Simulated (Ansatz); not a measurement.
```xyz
13

Al   -0.3259    0.8418    0.4591
O     0.0926    1.6309    1.9361
O    -0.2925   -0.8818    0.4203
O    -2.1872    0.8135    1.0781
O    -0.1240    1.6796   -1.0155
Si   -0.0492    2.6367   -2.3363
H     0.8931    2.1238    2.1109
H     0.1763   -1.4065   -0.2279
H    -2.3293   -0.1421    1.1840
H    -2.0600    1.1847    1.9688
H    -1.4070    3.1397   -2.7198
H     0.5104    1.8868   -3.5057
H     0.8292    3.8261   -2.0940
```

Geometry: PBE0-D4/def2-SVP.

The calculation used isolated molecule in a Gaussian basis; Kohn-Sham density functional theory, functional PBE0 in Ansatz.

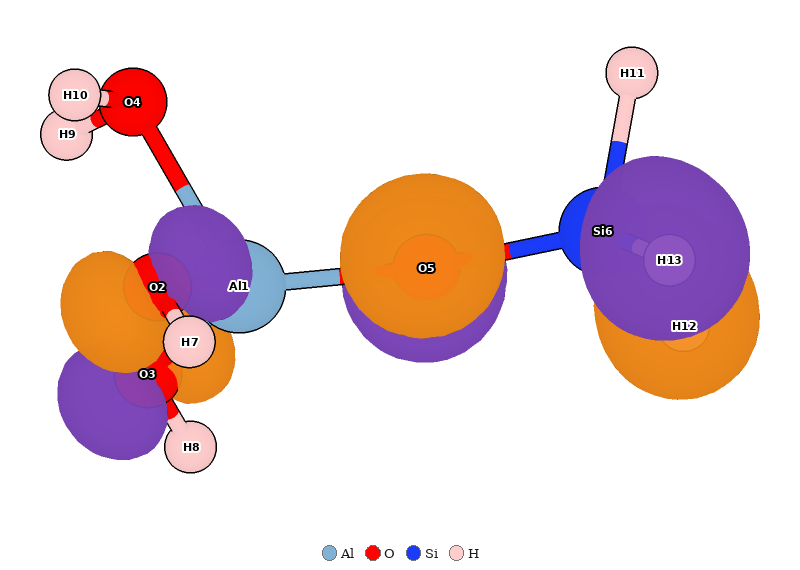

AlH₇O₄Si (SMILES [OH][Al-]([OH])([OH2+])[O][SiH3]). The HOMO at ±0.15 Å⁻³ᐟ² (orange and purple are the two phases), seen from one side.

What is the character of this orbital?

Answer. Its weight (Hirshfeld) is mainly on O5 (about 35 %), Si6 (about 15 %), H13 (about 15 %), O2 (about 10 %), H12 (about 10 %) and O3 (about 10 %). Its energy is −8.13 eV.
